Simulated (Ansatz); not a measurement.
ClF$_{3}$Si···H$_{2}$S

```yaml
atoms:
  - { symbol: Si, position_ang: [0.3620, 0.0728, -0.0277] }
  - { symbol: Cl, position_ang: [0.5499, 0.1496, 1.9923] }
  - { symbol: F, position_ang: [1.8213, -0.1227, -0.6810] }
  - { symbol: F, position_ang: [-0.2609, 1.4244, -0.6295] }
  - { symbol: F, position_ang: [-0.5270, -1.1953, -0.4796] }
  - { symbol: S, position_ang: [-3.1718, 0.1759, 1.0595] }
  - { symbol: H, position_ang: [-2.9321, -0.9070, 0.2703] }
  - { symbol: H, position_ang: [-2.6783, -0.4705, 2.1514] }
```

All numbers below come from RKS PBE-D4/def2-SVP in Ansatz 0.2.0.

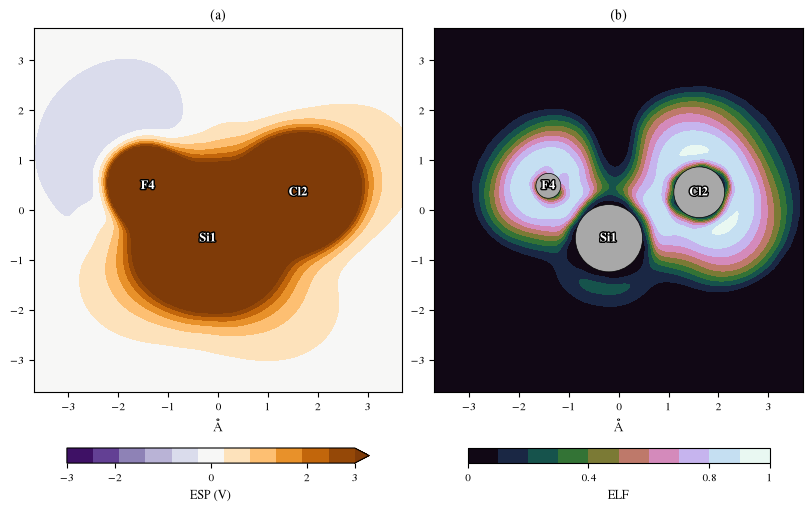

Figure 1. (a) electrostatic potential; (b) ELF on the plane of atoms Cl2, Si1 and F4. Grey discs cover the atomic cores in the ELF map.

**What does the map show?**

The plane passes through Si, Cl and F nuclei.
Si–F (1.61 Å): the ELF peaks at about 0.85 in the valence shell of F, 0.6 Å from its nucleus, and is about 0.45 at the midpoint.
Si–Cl (2.03 Å): the ELF peaks at about 0.90 between the atoms (a shared but strongly polarised pair).
The ELF also peaks beside Cl2 and F4, away from the bonds: lone-pair regions.
Outside the dense part of the complex the potential is most negative (−0.6 V) near F4.

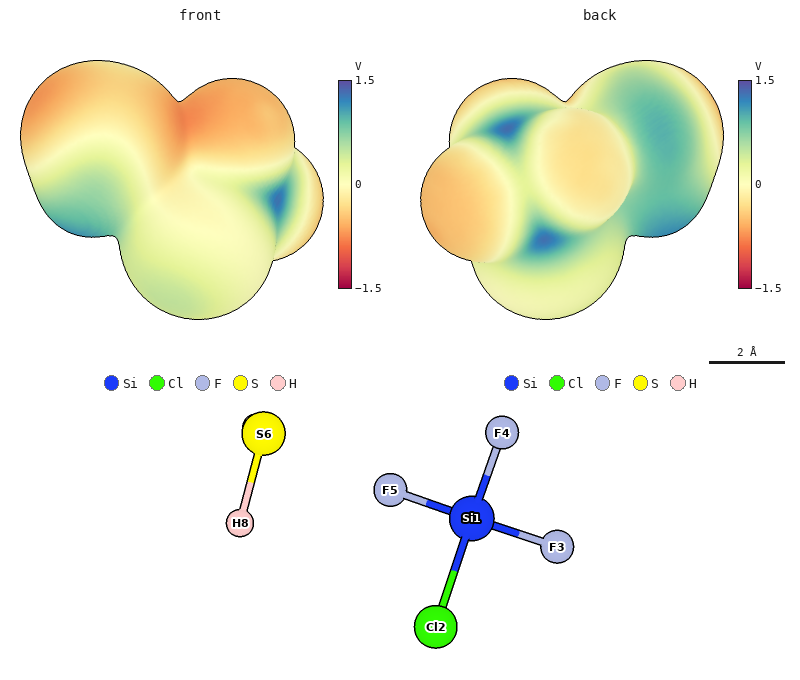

Figure 2. The electrostatic potential painted on the density surface at 0.001 e/bohr³, seen from the front and from behind; red is negative and blue positive. The bare structure is drawn below in the same view.

**Describe the electrostatic potential map.**

The most negative region (about −0.7 V) lies over the gap between the two molecules, near F4 and S6, the most positive (about +1.2 V) over Si1.

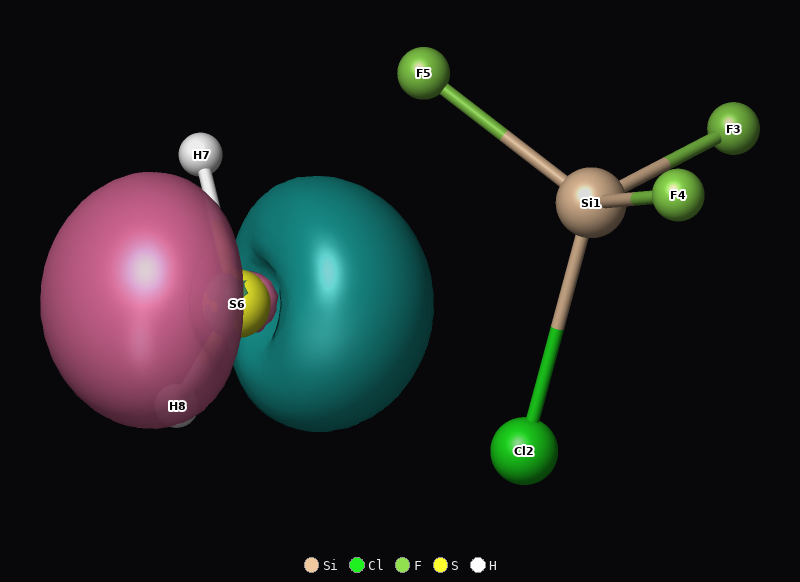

Figure 3. The HOMO at ±0.2 Å⁻³ᐟ² (teal and pink are the two phases), seen at a tilt.

**Describe this orbital and give its energy.**

By Hirshfeld shares it lies mainly on S6 (about 90 %); largely a lone pair of S6. Its energy is −6.15 eV.

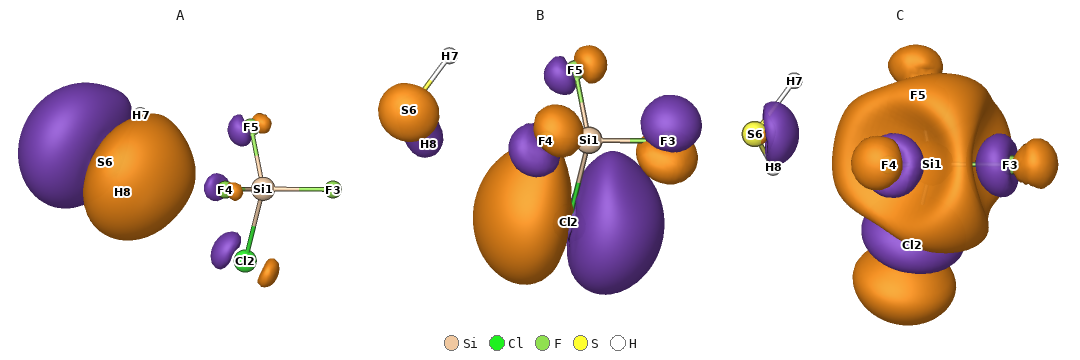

Figure 4. Three frontier orbitals at ±0.08 Å⁻³ᐟ² (orange and purple are the two phases), in no order.

**Which picture is the HOMO−1, the HOMO and the LUMO?**

B is the HOMO−1 (−8.66 eV). By Hirshfeld shares it lies mainly on Cl2 (about 80 %); largely a lone pair of Cl2. A is the HOMO (−6.15 eV). By Hirshfeld shares it lies mainly on S6 (about 90 %); largely a lone pair of S6. C is the LUMO (−0.85 eV). Its weight (Hirshfeld) is mainly on Si1 (about 40 %), Cl2 (about 25 %), F5 (about 10 %), F4 (about 10 %) and F3 (about 10 %).

**What is the HOMO–LUMO gap?**

5.30 eV between the orbital energies.
